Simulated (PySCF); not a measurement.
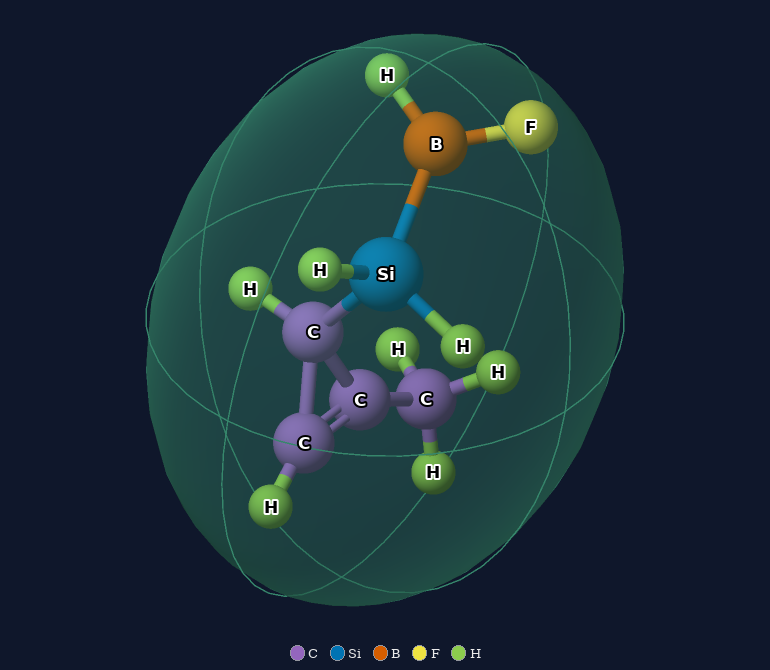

The ellipsoid shows the static dipole polarisability: its half-axes are proportional to the principal values. Computed geometry: GFN2-xTB optimisation. No frequency run is at hand to confirm it as a minimum. Computed with ωB97X-D/def2-SVPD (PySCF 2.14.0).

Give the principal values, the mean and the anisotropy.

Principal values 72.5, 88.6, 99.9 bohr³; mean 87.0 bohr³ (12.89 Å³); anisotropy 23.9 bohr³, so the longest axis is 1.38 times the shortest.

The geometry is semi-empirical. Around B, Si such bond lengths and angles can be off by a tenth of an ångström or more and by several degrees, and values that hang on the shape move with them.
